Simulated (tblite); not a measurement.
# C5H15AsGe: the cost of one run

The runs use tblite 0.8.0 and PySCF 2.14.0, with density-fitted response routines of our own; the level of theory stands in each step. All values are computed, except where a source is named. Atoms count from 0, in the outputs and in this text.

## Step 1: Starting geometry

22 atoms, charge 0, multiplicity 1; geometry from: force field or distance geometry start.

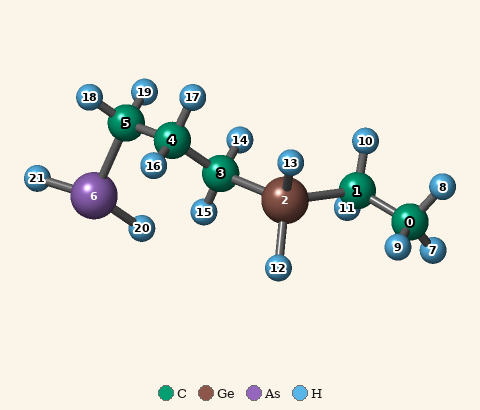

As it starts; carbon teal, germanium brown, arsenic purple, hydrogen blue, atoms numbered.

## Step 2: Geometry optimisation with GFN2-xTB

The job: settings as JSON, then the geometry in Å.

```
{"job": {"kind": "relax", "xc": "GFN2-xTB", "basis": "xTB"}, "charge": 0, "multiplicity": 1}
C     -3.788600     0.455700     0.090800
C     -2.433800     0.274400    -0.514200
Ge    -1.083400    -0.214100     0.834200
C      0.603800     0.005600    -0.052800
C      1.630800    -1.038200     0.342100
C      2.876800    -0.698900    -0.456800
As     3.490900     1.117700     0.020500
H     -4.254400     1.412900    -0.224100
H     -4.436600    -0.360700    -0.311200
H     -3.771800     0.338600     1.196400
H     -2.451500    -0.610000    -1.207500
H     -2.095800     1.184100    -1.000000
H     -1.234600     0.731600     2.085700
H     -1.313900    -1.680600     1.308100
H      0.419500    -0.157400    -1.141400
H      0.939700     1.026900     0.122800
H      1.807300    -1.101700     1.419900
H      1.268200    -2.007800    -0.074900
H      3.675000    -1.448200    -0.231400
H      2.717100    -0.775900    -1.557500
H      2.495000     2.225800    -0.464400
H      4.930000     1.339700    -0.570300
```

Command:

```bash
$ OMP_NUM_THREADS=1 python probes_run.py task.json out
```

The driver reads the jobs from task.json and runs them one after another.

**Question.** How long does this first job take on 1 thread of Arm Neoverse N1, shared host, and how much memory does it need?

About 2.6 s, with a peak of 0.18 GiB.
